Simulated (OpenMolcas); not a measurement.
## Run report: Ce³⁺ complex, multiconfigurational calculation

- system: Ce³⁺ with 8 ligands (F; cube, 2.473 Å), embedded in SrF2 by model potentials and point charges, whose field is part of the energies.
- method: state-averaged CASSCF, active space 1 electron in the shell 4f, basis ANO-RCC-VDZP on the metal and ANO-RCC-VDZP on the ligands, DKH2 scalar Hamiltonian, spin-orbit coupling by RASSI with atomic mean-field integrals (OpenMolcas)

## Input file
```
&GATEWAY
Basis set
Ce.ANO-RCC-VDZP.
Ce1 0.0 0.0 0.0 Angstrom
End of basis
Basis set
F.ANO-RCC-VDZP.
L1 1.427787 1.427787 1.427787 Angstrom
L2 1.427787 1.427787 -1.427787 Angstrom
L3 1.427787 -1.427787 1.427787 Angstrom
L4 1.427787 -1.427787 -1.427787 Angstrom
End of basis
Basis set
Sr.EMB-AIMP.Pascual.0s.0s.ECP.SrF2.
PseudoCharge
* 21 symmetry-unique lattice sites within 7.6 angstrom
End of basis
Basis set
F.EMB-AIMP.Pascual.0s.0s.ECP.SrF2.
PseudoCharge
* 40 symmetry-unique lattice sites within 7.6 angstrom
End of basis
Symmetry
XYZ
AngMom=0.0 0.0 0.0
AMFI
RICD
XField
1348 Angstrom 0
* Evjen-weighted lattice charges
&SEWARD
&RASSCF
FileOrb=start.orb
Symmetry=2
Spin=2
nActEl=1 0 0
Inactive=35 32
Ras2=0 7
CIRoot=7 7 1
SDav=7
CIMx=300
Iter=150 100
PrWF=0.3
OrbListing=Nothing
MaxOrb=0
LevShft=1.0
>>> COPY $Project.JobIph JOB001
&RASSI
NrOfJobIphs=1 7
1 2 3 4 5 6 7
IphNames
JOB001
EJob
SpinOrbit
DIPRint=1.0
SOCoupling=1000.0
Subsets=2
Property=9
'ANGMOM' 1 'ANGMOM' 2 'ANGMOM' 3 'MLTPL  1' 1 'MLTPL  1' 2 'MLTPL  1' 3
'AMFI' 1 'AMFI' 2 'AMFI' 3
SOProperty=3
'ANGMOM' 1 'ANGMOM' 2 'ANGMOM' 3
```

The file start.orb holds starting orbitals from an earlier step. A driver script formed the levels outside the program, from RASSI's spin-orbit matrix and the active-space energies, averaged over the components of each term or state.

Hardware: 1 thread of Arm Neoverse V1, 24 GiB of memory available, shared host.

Launched with:
```bash
OMP_NUM_THREADS=1 MOLCAS_MEM=2457 MOLCAS_PROJECT=a pymolcas a.inp > a.log  # once for each step of the input, in one work folder
```

## Log (extracts)
```
--- SEWARD ---
Basis set label: CE.ANO-RCC...7S6P4D2F1G.

      Electronic valence basis set:
      ------------------
      Associated Effective Charge  58.000000 au
      Associated Actual Charge     58.000000 au
      Nuclear Model: Point charge

      Shell  nPrim  nBasis  Cartesian Spherical Contaminant
         s      25       7        X
         p      22       6        X
         d      15       4                 X
         f      11       2                 X
         g       4       1                 X
                  Relativistic Douglas-Kroll-Hess integrals:
                    - DKH order of Hamiltonian: 2
                    - DKH order of Properties : 0
                  Atomic mean-field integrals
--- RASSCF ---
Wave function specifications:
      -----------------------------

      Number of closed shell electrons         134
      Number of electrons in active shells       1
      Max number of holes in RAS1 space          0
      Max nr of electrons in RAS3 space          0
      Number of inactive orbitals               67
      Number of active orbitals                  7
      Number of secondary orbitals             106
      Spin quantum number                      0.5
      State symmetry                             2
Orbital specifications:
      -----------------------

      Symmetry species                           1   2
                                                ag  au
      Frozen orbitals                            0   0
      Inactive orbitals                         35  32
      Active orbitals                            0   7
      RAS1 orbitals                              0   0
      RAS2 orbitals                              0   7
      RAS3 orbitals                              0   0
      Secondary orbitals                        57  49
      Deleted orbitals                           0   0
      Number of basis functions                 92  88
      Number of CSFs                             7
      Number of root(s) required                 7
      Iter CI   SX   CI       RASSCF       Energy    max ROT     max BLB   max BLB  Level Ln srch  Step   QN
          iter iter root      energy       change     param      element    value   shift minimum  type update
 Nr of preliminary CI iterations:   1
      Total energies have been shifted. Add                -9000.00 au
        1   1    9    0  -651.13627785    0.00E+00  -5.05E-02   14  53 2 -3.07E-01*  0.65   0.00    SX    NO
        2   1    9    0  -651.88796393   -7.52E-01* -1.49E-02   30  36 1 -4.89E-02*  0.76   0.00    SX    NO
        3   1    8    0  -651.94418485   -5.62E-02* -7.16E-03   30  36 1 -2.41E-02*  0.81   0.00    SX    NO
        4   1    8    0  -651.95847677   -1.43E-02*  4.02E-03   30  36 1 -1.37E-02*  0.82   0.00    SX    NO
        5   1    8    0  -651.96298055   -4.50E-03*  4.94E-03   30  36 1 -7.59E-03*  0.83   2.32    LS   YES
        6   1    8    0  -651.96515004   -2.17E-03*  8.93E-04   12  49 2 -4.00E-03*  0.84   1.08    QN   YES
        7   1    7    0  -651.96528803   -1.38E-04*  5.83E-04   10  47 2 -1.71E-03*  0.84   1.66    LS   YES
        8   1    7    0  -651.96531376   -2.57E-05* -4.01E-04   14  53 2 -9.77E-04*  0.84   1.01    QN   YES
        9   1    7    0  -651.96533134   -1.76E-05* -1.78E-04   11  51 2 -3.99E-04*  0.84   1.44    LS   YES
       10   1    6    0  -651.96533317   -1.84E-06*  1.09E-04   32  84 1  5.06E-04*  0.84   1.00    QN   YES
       11   1    6    0  -651.96533558   -2.41E-06*  8.71E-05   11  48 2  2.16E-04*  0.84   1.80    LS   YES
       12   1    6    0  -651.96533617   -5.91E-07* -3.18E-05    8  51 2  1.76E-04*  0.84   1.00    QN   YES
       13   1    5    0  -651.96533634   -1.68E-07* -3.65E-05   20  38 1  4.17E-05   0.84   1.34    QN   YES
       14   1    5    0  -651.96533637   -3.00E-08*  9.39E-06   20  38 1  1.63E-05   0.84   1.23    QN   YES
       15   1    4    0  -651.96533638   -3.48E-09   3.77E-06    8  51 2 -6.72E-06   0.84   1.47    QN   YES
      Convergence after 15 iterations
       16   1    4    0  -651.96533638   -6.93E-10   3.77E-06   12  49 2 -2.47E-06   0.84   1.47    QN   YES
      Natural orbitals and occupation numbers for root  1
      sym 2:   1.000000   0.000000   0.000000  -0.000000  -0.000000  -0.000000   0.000000
      Natural orbitals and occupation numbers for root  2
      sym 2:  -0.000000  -0.000000  -0.000000  -0.000000  -0.000000   1.000000  -0.000000
      Natural orbitals and occupation numbers for root  3
      sym 2:   1.000000   0.000000   0.000000   0.000000   0.000000  -0.000000   0.000000
::    RASSCF root number  1 Total energy:  -9651.96643539
::    RASSCF root number  2 Total energy:  -9651.96643539
::    RASSCF root number  3 Total energy:  -9651.96643539
::    RASSCF root number  4 Total energy:  -9651.96624420
::    RASSCF root number  5 Total energy:  -9651.96624420
::    RASSCF root number  6 Total energy:  -9651.96624420
::    RASSCF root number  7 Total energy:  -9651.95931587
--- RASSI ---
SPIN-FREE ENERGIES:
  (Shifted by EMIN (a.u.) =      -9651.9664353890)

 SF State       Relative EMIN(au)   Rel lowest level(eV)    D:o, cm**(-1)

     1             0.0000000000        0.0000000000              0.0000
     2             0.0000000000        0.0000000000              0.0000
     3             0.0000000000        0.0000000000              0.0000
     4             0.0001911887        0.0052025104             41.9611
     5             0.0001911887        0.0052025104             41.9611
     6             0.0001911887        0.0052025104             41.9611
     7             0.0071195186        0.1937319702           1562.5537
     Dipole printing threshold changed to   1.00000000E+00
Eigenvalues of complex Hamiltonian:
   -----------------------------------
  (Shifted by EMIN (a.u.) =      -9651.9664353890)

 SO State       Relative EMIN(au)   Rel lowest level(eV)    D:o, cm**(-1)

     1            -0.0060580159        0.0000000004              0.0000
     2            -0.0060580159        0.0000000000              0.0000
     3            -0.0060580159        0.0000000004              0.0000
     4            -0.0060580159        0.0000000000              0.0000
     5            -0.0041444964        0.0520695192            419.9690
     6            -0.0041444964        0.0520695192            419.9690
     7             0.0047218082        0.2933339574           2365.8979
     8             0.0047218082        0.2933339579           2365.8979
     9             0.0047218082        0.2933339574           2365.8979
    10             0.0047218082        0.2933339579           2365.8979
    11             0.0047962302        0.2953590833           2382.2317
    12             0.0047962302        0.2953590833           2382.2317
    13             0.0097137662        0.4291720547           3461.5061
    14             0.0097137662        0.4291720547           3461.5061
Weights of the five most important spin-orbit-free states for each spin-orbit state.

 SO State  Total energy (au)           Spin-free states, spin, and weights
 -------------------------------------------------------------------------------------------------------
    1        -0.006058       6 0.5  0.4041    3 0.5  0.1496    2 0.5  0.1458    5 0.5  0.1263    4 0.5  0.1035
    2        -0.006058       4 0.5  0.3191    5 0.5  0.2964    1 0.5  0.1733    2 0.5  0.0982    3 0.5  0.0946
    3        -0.006058       6 0.5  0.4042    3 0.5  0.1504    2 0.5  0.1455    5 0.5  0.1256    4 0.5  0.1041
    4        -0.006058       4 0.5  0.3184    5 0.5  0.2969    1 0.5  0.1738    2 0.5  0.0987    3 0.5  0.0936
    5        -0.004144       1 0.5  0.2709    2 0.5  0.2709    3 0.5  0.2709    7 0.5  0.1872    5 0.5  0.0000
    6        -0.004144       1 0.5  0.2709    2 0.5  0.2709    3 0.5  0.2709    7 0.5  0.1872    5 0.5  0.0000
    7         0.004722       2 0.5  0.2491    1 0.5  0.2242    6 0.5  0.2078    3 0.5  0.1606    5 0.5  0.0992
    8         0.004722       3 0.5  0.2620    1 0.5  0.1984    4 0.5  0.1850    2 0.5  0.1735    5 0.5  0.1448
    9         0.004722       2 0.5  0.2476    1 0.5  0.2246    6 0.5  0.2072    3 0.5  0.1617    5 0.5  0.1000
   10         0.004722       3 0.5  0.2609    1 0.5  0.1980    4 0.5  0.1852    2 0.5  0.1750    5 0.5  0.1440
   11         0.004796       6 0.5  0.3333    5 0.5  0.3333    4 0.5  0.3333    2 0.5  0.0000    3 0.5  0.0000
   12         0.004796       6 0.5  0.3333    5 0.5  0.3333    4 0.5  0.3333    2 0.5  0.0000    3 0.5  0.0000
```

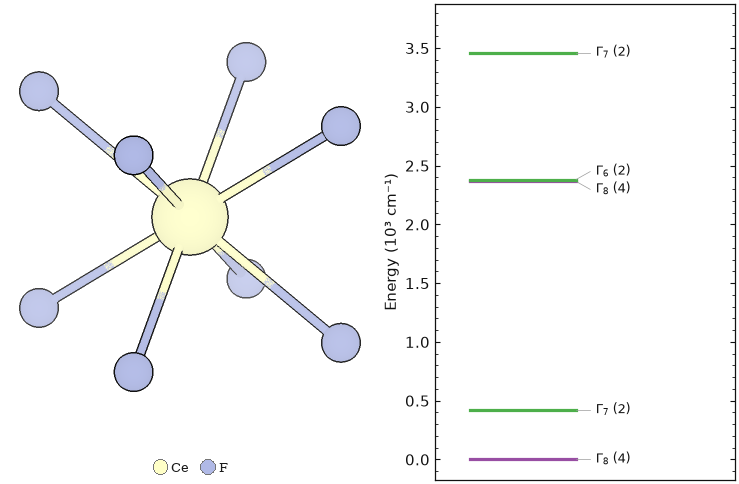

Fig. 1: Ce³⁺ (4f) as a dopant in SrF₂, a cluster with its 8 nearest F⁻ at 2.473 Å (cube) embedded in model potentials and point charges; the geometry was set, not optimised, and its levels. Labels give the representation in O, Td, D4 or D3 as the site allows (double group for half-integer spin) where it could be assigned and, in brackets, the degeneracy; spin-free states, where drawn, share the zero of the spin-orbit levels. The ground level is Γ₈, 4-fold degenerate, 100 % from states of spin multiplicity 2, effective J = 2.51, with |mJ| = 1/2 the largest share (50 %). The next level lies at 420 cm⁻¹ (Γ₇). The lowest J multiplet spreads over 420 cm⁻¹. The active orbitals hold 99 to 100 % metal character (Löwdin), and the Mulliken charge of the metal is +2.32.

## Key numbers

```
                                 quantity                value
                                  outcome            converged
      energy of the lowest spin-free term  −9651.96644 hartree
    energy of the lowest spin-orbit level  −9651.97249 hartree
largest spread among components of a term             0.0 cm⁻¹
                                wall time                 23 s
                              peak memory              0.6 GiB
```

## Notes

Limits: the geometry is set by hand, with no relaxation.
